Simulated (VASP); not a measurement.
# CuRh2S4 (Cuprorhodsite): structure and properties in VASP, part 5 of 6

Aim: relax CuRh2S4 (Cuprorhodsite) with PBEsol, compute its properties on that cell and hold them against experiment. The start is a cell from a database of measured crystal structures.

VASP 6.6.1; PBEsol, no spin polarisation; plane waves and PAW (Cu, Rh_pv, S).

Still holding for the runs below: This run has no spin polarisation, although Cu and Rh can carry a moment. The k-mesh is coarse for a metal.

So far. Step 7 (Core levels (PBEsol)): Atoms of one element give levels within 0.1 eV of each other. Step 8 (Field gradients at the nuclei (PBEsol)): The largest gradient, -46.72 V/Å², sits on Rh3 and like sites; the stable nuclei of Rh have no quadrupole moment in their ground state, so NMR and NQR don't see it.

**9. Volume scan with PBEsol, volume scale 0.94**

An equation of state needs energies on both sides of the minimum, all on one mesh and cutoff.

INCAR

```
SYSTEM = CuRh2S4
PREC = Accurate
ENCUT = 400
EDIFF = 1E-06
NELM = 100
ISMEAR = 0
SIGMA = 0.05
LREAL = .FALSE.
ALGO = Normal
GGA = PS
NBANDS = 80
LASPH = .TRUE.
LORBIT = 11
LWAVE = .FALSE.
LCHARG = .FALSE.
KPAR = 8
ISIF = 2
```

POSCAR

```
CuRh2S4
1.0
    0.0000000000      4.7564499465      4.7564499465
    4.7564499465      0.0000000000      4.7564499465
    4.7564499465      4.7564499465      0.0000000000
Cu Rh S
2 4 8
Direct
    0.0000000000      0.0000000000      0.0000000000
    0.2500000000      0.2500000000      0.2500000000
    0.6250000000      0.6250000000      0.6250000000
    0.1250000000      0.6250000000      0.6250000000
    0.6250000000      0.6250000000      0.1250000000
    0.6250000000      0.1250000000      0.6250000000
    0.3839428768      0.3839428768      0.3839428768
    0.4018286304      0.8660571232      0.8660571232
    0.3839428768      0.3839428768      0.8481713696
    0.8660571232      0.4018286304      0.8660571232
    0.8481713696      0.3839428768      0.3839428768
    0.8660571232      0.8660571232      0.8660571232
    0.3839428768      0.8481713696      0.3839428768
    0.8660571232      0.8660571232      0.4018286304
```

KPOINTS

```
Automatic mesh
0
Gamma
4 4 4
0 0 0
```

Potentials, in the order of the species: Cu, Rh_pv and S (PBE family, release 64).

Run with:

```
$ mpirun -np 8 vasp_std
```

What it wrote:

```text
[... set-up lines as in an earlier step ...]
 entering main loop
       N       E                     dE             d eps       ncg     rms          rms(c)
DAV:   1     0.147515384774E+04    0.14752E+04   -0.55887E+04  1392   0.151E+03
DAV:   2     0.108087456251E+03   -0.13671E+04   -0.12956E+04  1368   0.472E+02
DAV:   3    -0.770622330721E+02   -0.18515E+03   -0.16818E+03  1576   0.167E+02
DAV:   4    -0.904983545627E+02   -0.13436E+02   -0.13245E+02  1904   0.499E+01
DAV:   5    -0.908669831839E+02   -0.36863E+00   -0.36814E+00  1752   0.773E+00    0.478E+01
DAV:   6    -0.100114031176E+03   -0.92470E+01   -0.15719E+02  1712   0.218E+02    0.297E+01
DAV:   7    -0.830789375232E+02    0.17035E+02   -0.68697E+01  1776   0.107E+02    0.184E+01
DAV:   8    -0.833480080789E+02   -0.26907E+00   -0.21346E+01  2008   0.634E+01    0.108E+01
DAV:   9    -0.830292723467E+02    0.31874E+00   -0.30189E+00  1912   0.171E+01    0.296E+00
DAV:  10    -0.829622570730E+02    0.67015E-01   -0.23466E-01  1944   0.810E+00    0.137E+00
DAV:  11    -0.829824968762E+02   -0.20240E-01   -0.13693E-01  2024   0.507E+00    0.115E+00
DAV:  12    -0.829630301550E+02    0.19467E-01   -0.81658E-02  1856   0.695E+00    0.439E-01
DAV:  13    -0.829621595794E+02    0.87058E-03   -0.14000E-02  1904   0.242E+00    0.207E-01
DAV:  14    -0.829620898118E+02    0.69768E-04   -0.15666E-03  2040   0.465E-01    0.139E-01
DAV:  15    -0.829620715555E+02    0.18256E-04   -0.55185E-04  1888   0.170E-01    0.102E-01
DAV:  16    -0.829620359304E+02    0.35625E-04   -0.16315E-04  1832   0.117E-01    0.393E-02
DAV:  17    -0.829620355131E+02    0.41729E-06   -0.10846E-05  1784   0.515E-02    0.341E-02
DAV:  18    -0.829620228258E+02    0.12687E-04   -0.28826E-05  1976   0.463E-02    0.170E-02
DAV:  19    -0.829620211715E+02    0.16543E-05   -0.59931E-06  1408   0.303E-02    0.109E-02
DAV:  20    -0.829620208580E+02    0.31345E-06   -0.14002E-06   944   0.704E-03
   1 F= -.82962021E+02 E0= -.82954837E+02  d E =-.143677E-01
```

Wall time 26 s (8 MPI ranks of Intel Xeon 6975P-C (Granite Rapids), shared host); peak memory 3 GiB; 3.3 min of CPU time.

From OUTCAR (step 9):

```text
   ENCUT  =  400.0 eV  29.40 Ry    5.42 a.u.  10.97 10.97 10.97*2*pi/ulx,y,z

   NELECT =     130.0000    total number of electrons

 E-fermi :   7.9451

 k-point     1 :       0.0000    0.0000    0.0000
  band No.  band energies     occupation
    ...
     62       6.6671      2.00000
     63       6.6671      2.00000
     64       7.8050      1.99993
     65       7.8050      1.99993
     66       7.8050      1.99993
     67      10.7621      0.00000
     68      10.7621      0.00000
     69      10.7621      0.00000
     70      10.9779      0.00000
     71      10.9779      0.00000
    ...

  Total       14.1921460     14.1921460     14.1921460     -0.0000000      0.0000000     -0.0000000
  in kB      105.6525213    105.6525213    105.6525213     -0.0000000      0.0000000     -0.0000000
  external PRESSURE =     105.6525213 kB  Pullay stress =       0.0000000 kB

 POSITION                                       TOTAL-FORCE (eV/Angst)
 -----------------------------------------------------------------------------------
      0.00000      0.00000      0.00000        -0.000000     -0.000000     -0.000000
      2.37822      2.37822      2.37822        -0.000000     -0.000000     -0.000000
      5.94556      5.94556      5.94556        -0.000000     -0.000000     -0.000000
      5.94556      3.56734      3.56734        -0.000000     -0.000000     -0.000000
      3.56734      3.56734      5.94556        -0.000000     -0.000000     -0.000000
      3.56734      5.94556      3.56734        -0.000000     -0.000000     -0.000000
      3.65241      3.65241      3.65241        -0.327978     -0.327978     -0.327978
      8.23871      6.03064      6.03064         0.327978     -0.327978     -0.327978
      5.86049      5.86049      3.65241         0.327978      0.327978     -0.327978
      6.03064      8.23871      6.03064        -0.327978      0.327978     -0.327978
      3.65241      5.86049      5.86049        -0.327978      0.327978      0.327978
      8.23871      8.23871      8.23871         0.327978      0.327978      0.327978
      5.86049      3.65241      5.86049         0.327978     -0.327978      0.327978
      6.03064      6.03064      8.23871        -0.327978     -0.327978      0.327978
 -----------------------------------------------------------------------------------
    total drift:                                0.000000      0.000000     -0.000000

  FREE ENERGIE OF THE ION-ELECTRON SYSTEM (eV)
  ---------------------------------------------------
  free  energy   TOTEN  =       -82.9620208580 eV

  energy  without entropy=      -82.9476531601  energy(sigma->0) =      -82.95483701

[... 5 parts as in an earlier step ...]

[... 11 further parts left out ...]
```

The scan keeps the cell's shape and the fractional positions fixed.

Numbers from this step:

- SCF cycles: 20
- free energy (TOTEN): -82.9620 eV
- energy at zero smearing: -82.9548 eV
- Fermi energy: 7.945 eV
- pressure: 10.57 GPa

Force by atom:

| atom | x (eV/Å) | y (eV/Å) | z (eV/Å) | size |
| --- | --- | --- | --- | --- |
| Cu1 | 0.000 | 0.000 | 0.000 | 0.000 |
| Cu2 | 0.000 | 0.000 | 0.000 | 0.000 |
| Rh3 | 0.000 | 0.000 | 0.000 | 0.000 |
| Rh4 | 0.000 | 0.000 | 0.000 | 0.000 |
| Rh5 | 0.000 | 0.000 | 0.000 | 0.000 |
| Rh6 | 0.000 | 0.000 | 0.000 | 0.000 |
| S7 | -0.328 | -0.328 | -0.328 | 0.568 |
| S8 | 0.328 | -0.328 | -0.328 | 0.568 |
| S9 | 0.328 | 0.328 | -0.328 | 0.568 |
| S10 | -0.328 | 0.328 | -0.328 | 0.568 |
| S11 | -0.328 | 0.328 | 0.328 | 0.568 |
| S12 | 0.328 | 0.328 | 0.328 | 0.568 |
| S13 | 0.328 | -0.328 | 0.328 | 0.568 |
| S14 | -0.328 | -0.328 | 0.328 | 0.568 |

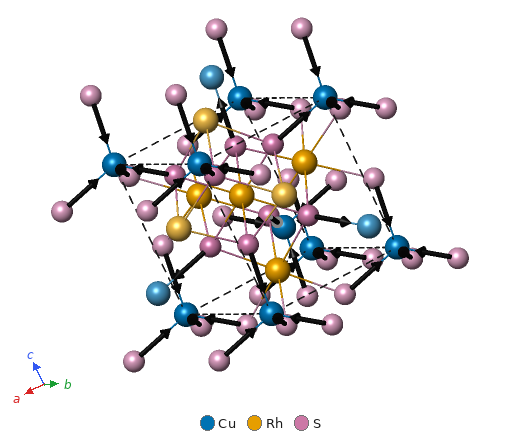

Force as arrows, the longest 0.568 eV/Å. Some periodic images of atoms are drawn too.

The pressure here is 10.57 GPa.

**10. Volume scan with PBEsol, volume scale 0.96**

INCAR is that of step 9.

POSCAR, as its differences from that of step 9:

```diff
@@ -2,5 +2,5 @@
 1.0
-    0.0000000000      4.7564499465      4.7564499465
-    4.7564499465      0.0000000000      4.7564499465
-    4.7564499465      4.7564499465      0.0000000000
+    0.0000000000      4.7899471766      4.7899471766
+    4.7899471766      0.0000000000      4.7899471766
+    4.7899471766      4.7899471766      0.0000000000
 Cu Rh S
```

KPOINTS is that of step 9.

Run with:

```
$ mpirun -np 8 vasp_std
```

What it wrote:

```text
[... set-up lines as in an earlier step ...]
 entering main loop
       N       E                     dE             d eps       ncg     rms          rms(c)
DAV:   1     0.144963020699E+04    0.14496E+04   -0.56290E+04  1424   0.151E+03
DAV:   2     0.972994655879E+02   -0.13523E+04   -0.12805E+04  1368   0.468E+02
DAV:   3    -0.777815058128E+02   -0.17508E+03   -0.15937E+03  1608   0.163E+02
DAV:   4    -0.908106312623E+02   -0.13029E+02   -0.12856E+02  1888   0.495E+01
DAV:   5    -0.910522643338E+02   -0.24163E+00   -0.24112E+00  1720   0.673E+00    0.461E+01
DAV:   6    -0.100662643266E+03   -0.96104E+01   -0.15751E+02  1744   0.217E+02    0.293E+01
DAV:   7    -0.835230655876E+02    0.17140E+02   -0.67689E+01  1784   0.106E+02    0.180E+01
DAV:   8    -0.834854840153E+02    0.37582E-01   -0.20799E+01  2016   0.649E+01    0.101E+01
DAV:   9    -0.833535878573E+02    0.13190E+00   -0.30879E+00  1896   0.115E+01    0.367E+00
DAV:  10    -0.832205576092E+02    0.13303E+00   -0.41485E-01  1880   0.141E+01    0.144E+00
DAV:  11    -0.833414663155E+02   -0.12091E+00   -0.44055E-01  1920   0.151E+01    0.295E+00
DAV:  12    -0.832293789829E+02    0.11209E+00   -0.14920E-01  1800   0.982E+00    0.771E-01
DAV:  13    -0.832228915461E+02    0.64874E-02   -0.43295E-02  1880   0.269E+00    0.292E-01
DAV:  14    -0.832233370407E+02   -0.44549E-03   -0.52525E-03  1656   0.343E-01    0.219E-01
DAV:  15    -0.832232579266E+02    0.79114E-04   -0.64334E-04  1976   0.463E-01    0.151E-01
DAV:  16    -0.832231969175E+02    0.61009E-04   -0.30013E-04  1992   0.358E-01    0.610E-02
DAV:  17    -0.832231923012E+02    0.46164E-05   -0.90944E-05  1808   0.901E-02    0.265E-02
DAV:  18    -0.832231954244E+02   -0.31232E-05   -0.81864E-06  1584   0.357E-02    0.170E-02
DAV:  19    -0.832231935132E+02    0.19111E-05   -0.50467E-06  1256   0.554E-02    0.812E-03
DAV:  20    -0.832231932663E+02    0.24697E-06   -0.58970E-07   832   0.129E-02
   1 F= -.83223193E+02 E0= -.83215624E+02  d E =-.151383E-01
```

It took 26 s on 8 MPI ranks; peak memory 3 GiB.

OUTCAR, selected parts (step 10):

```text
   ENCUT  =  400.0 eV  29.40 Ry    5.42 a.u.  11.05 11.05 11.05*2*pi/ulx,y,z

   NELECT =     130.0000    total number of electrons

 E-fermi :   7.6315

 k-point     1 :       0.0000    0.0000    0.0000
  band No.  band energies     occupation
    ...
     62       6.4041      2.00000
     63       6.4041      2.00000
     64       7.5002      1.99980
     65       7.5002      1.99980
     66       7.5002      1.99980
     67      10.3847      0.00000
     68      10.3847      0.00000
     69      10.3847      0.00000
     70      10.5950      0.00000
     71      10.5950      0.00000
    ...

  Total        9.1310054      9.1310054      9.1310054      0.0000000      0.0000000      0.0000000
  in kB       66.5590349     66.5590349     66.5590349      0.0000000      0.0000000      0.0000000
  external PRESSURE =      66.5590349 kB  Pullay stress =       0.0000000 kB

 POSITION                                       TOTAL-FORCE (eV/Angst)
 -----------------------------------------------------------------------------------
      0.00000      0.00000      0.00000        -0.000000     -0.000000     -0.000000
      2.39497      2.39497      2.39497        -0.000000     -0.000000     -0.000000
      5.98743      5.98743      5.98743        -0.000000     -0.000000     -0.000000
      5.98743      3.59246      3.59246        -0.000000     -0.000000     -0.000000
      3.59246      3.59246      5.98743        -0.000000     -0.000000     -0.000000
      3.59246      5.98743      3.59246        -0.000000     -0.000000     -0.000000
      3.67813      3.67813      3.67813        -0.208663     -0.208663     -0.208663
      8.29674      6.07311      6.07311         0.208663     -0.208663     -0.208663
      5.90176      5.90176      3.67813         0.208663      0.208663     -0.208663
      6.07311      8.29674      6.07311        -0.208663      0.208663     -0.208663
      3.67813      5.90176      5.90176        -0.208663      0.208663      0.208663
      8.29674      8.29674      8.29674         0.208663      0.208663      0.208663
      5.90176      3.67813      5.90176         0.208663     -0.208663      0.208663
      6.07311      6.07311      8.29674        -0.208663     -0.208663      0.208663
 -----------------------------------------------------------------------------------
    total drift:                                0.000000      0.000000     -0.000000

  FREE ENERGIE OF THE ION-ELECTRON SYSTEM (eV)
  ---------------------------------------------------
  free  energy   TOTEN  =       -83.2231932663 eV

  energy  without entropy=      -83.2080549395  energy(sigma->0) =      -83.21562410

[... 5 parts as in an earlier step ...]

[... 11 further parts left out ...]
```

This step gave:

```yaml
free_energy_toten: -83.2232 eV
energy_at_zero_smearing: -83.2156 eV
fermi_energy: 7.631 eV
pressure: 6.656 GPa
```

Force by atom:

| atom | x (eV/Å) | y (eV/Å) | z (eV/Å) | size |
| --- | --- | --- | --- | --- |
| Cu1 | 0.000 | 0.000 | 0.000 | 0.000 |
| Cu2 | 0.000 | 0.000 | 0.000 | 0.000 |
| Rh3 | 0.000 | 0.000 | 0.000 | 0.000 |
| Rh4 | 0.000 | 0.000 | 0.000 | 0.000 |
| Rh5 | 0.000 | 0.000 | 0.000 | 0.000 |
| Rh6 | 0.000 | 0.000 | 0.000 | 0.000 |
| S7 | -0.209 | -0.209 | -0.209 | 0.361 |
| S8 | 0.209 | -0.209 | -0.209 | 0.361 |
| S9 | 0.209 | 0.209 | -0.209 | 0.361 |
| S10 | -0.209 | 0.209 | -0.209 | 0.361 |
| S11 | -0.209 | 0.209 | 0.209 | 0.361 |
| S12 | 0.209 | 0.209 | 0.209 | 0.361 |
| S13 | 0.209 | -0.209 | 0.209 | 0.361 |
| S14 | -0.209 | -0.209 | 0.209 | 0.361 |

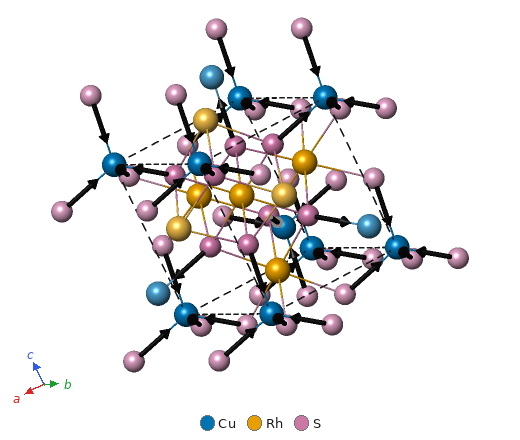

Force as arrows, the longest 0.361 eV/Å. Some periodic images of atoms are drawn too.

The pressure falls from 10.57 to 6.66 GPa.

**11. Volume scan with PBEsol, volume scale 0.98**

INCAR is that of step 10.

POSCAR, as its differences from that of step 10:

```diff
@@ -2,5 +2,5 @@
 1.0
-    0.0000000000      4.7899471766      4.7899471766
-    4.7899471766      0.0000000000      4.7899471766
-    4.7899471766      4.7899471766      0.0000000000
+    0.0000000000      4.8229823389      4.8229823389
+    4.8229823389      0.0000000000      4.8229823389
+    4.8229823389      4.8229823389      0.0000000000
 Cu Rh S
```

KPOINTS is that of step 10.

Run with:

```
$ mpirun -np 8 vasp_std
```

What it wrote:

```text
[... set-up lines as in an earlier step ...]
 entering main loop
       N       E                     dE             d eps       ncg     rms          rms(c)
DAV:   1     0.145095484541E+04    0.14510E+04   -0.56061E+04  1392   0.150E+03
DAV:   2     0.976342049278E+02   -0.13533E+04   -0.12792E+04  1376   0.467E+02
DAV:   3    -0.773874839422E+02   -0.17502E+03   -0.15998E+03  1560   0.164E+02
DAV:   4    -0.907765504702E+02   -0.13389E+02   -0.13201E+02  1920   0.497E+01
[...]
DAV:  18    -0.833759111598E+02   -0.32225E-05   -0.51427E-06  1360   0.153E-02    0.188E-02
DAV:  19    -0.833759067948E+02    0.43650E-05   -0.13923E-05  1680   0.733E-02    0.727E-03
DAV:  20    -0.833759064904E+02    0.30448E-06   -0.17279E-06   880   0.128E-02
   1 F= -.83375906E+02 E0= -.83367953E+02  d E =-.159071E-01
```

Wall time 26 s (8 MPI ranks); peak memory 3.1 GiB; 3.3 min of CPU time.

From OUTCAR (step 11):

```text
  Total        4.3868588      4.3868588      4.3868588     -0.0000000      0.0000000     -0.0000000
  in kB       31.3247225     31.3247225     31.3247225     -0.0000000      0.0000000     -0.0000000
  external PRESSURE =      31.3247225 kB  Pullay stress =       0.0000000 kB

 POSITION                                       TOTAL-FORCE (eV/Angst)
 -----------------------------------------------------------------------------------
      0.00000      0.00000      0.00000        -0.000000     -0.000000     -0.000000
      2.41149      2.41149      2.41149        -0.000000     -0.000000     -0.000000
      6.02873      6.02873      6.02873        -0.000000     -0.000000     -0.000000
      6.02873      3.61724      3.61724        -0.000000     -0.000000     -0.000000
      3.61724      3.61724      6.02873        -0.000000     -0.000000     -0.000000
      3.61724      6.02873      3.61724        -0.000000     -0.000000     -0.000000
      3.70350      3.70350      3.70350        -0.099485     -0.099485     -0.099485
      8.35396      6.11499      6.11499         0.099485     -0.099485     -0.099485
      5.94247      5.94247      3.70350         0.099485      0.099485     -0.099485
      6.11499      8.35396      6.11499        -0.099485      0.099485     -0.099485
      3.70350      5.94247      5.94247        -0.099485      0.099485      0.099485
      8.35396      8.35396      8.35396         0.099485      0.099485      0.099485
      5.94247      3.70350      5.94247         0.099485     -0.099485      0.099485
      6.11499      6.11499      8.35396        -0.099485     -0.099485      0.099485
 -----------------------------------------------------------------------------------
    total drift:                                0.000000      0.000000     -0.000000

  FREE ENERGIE OF THE ION-ELECTRON SYSTEM (eV)
  ---------------------------------------------------
  free  energy   TOTEN  =       -83.3759064904 eV

  energy  without entropy=      -83.3599993575  energy(sigma->0) =      -83.36795292

[... 1 part as in an earlier step ...]

[... 2 further parts left out ...]
[key lines of the parts left out:]
E-fermi :   7.3310
```

The pressure falls from 6.66 to 3.13 GPa.

The run ends at a pressure of 3.13 GPa, with forces up to 0.17 eV/Å.

**12. Volume scan with PBEsol, volume scale 1**

INCAR is that of step 11.

POSCAR, as its differences from that of step 11:

```diff
@@ -2,5 +2,5 @@
 1.0
-    0.0000000000      4.8229823389      4.8229823389
-    4.8229823389      0.0000000000      4.8229823389
-    4.8229823389      4.8229823389      0.0000000000
+    0.0000000000      4.8555710460      4.8555710460
+    4.8555710460      0.0000000000      4.8555710460
+    4.8555710460      4.8555710460      0.0000000000
 Cu Rh S
```

KPOINTS is that of step 11.

Run with:

```
$ mpirun -np 8 vasp_std
```

What it wrote:

```text
[... set-up lines as in an earlier step ...]
 entering main loop
       N       E                     dE             d eps       ncg     rms          rms(c)
[... 22 cycles as in an earlier step ...]
   1 F= -.83433929E+02 E0= -.83425602E+02  d E =-.166542E-01
```

Run time: 33 s. Hardware: 8 MPI ranks; peak memory 3.1 GiB.

OUTCAR, selected parts (step 12):

```text
[... 6 parts as in an earlier step ...]

[... 1 further part left out ...]
[key lines of the parts left out:]
E-fermi :   7.0424
```

The pressure falls from 3.13 to 0.04 GPa.

The run ends at a pressure of 0.04 GPa, with forces up to 1.4e-4 eV/Å.

(Part 5 of 6 ends here.)

[Lines on the potential files, build, host, timing and source positions are cut from VASP's logs without a mark.]

[Logs are printed without paths, hosts, clocks, repeated set-up lines and the standing remarks that a program may print on its own settings, such as how far it seeks lower states.]

[Hosts, paths, dates, database ids (printed as entryN), source tags and the programs' standing remarks are cut or masked in the printed files.]

[A measured line is paired with the nearest computed mode of its activity, which favours agreement.]

[In band tables of VASP the shares of atoms and orbitals are scaled to a sum of 1 inside the atoms' spheres.]
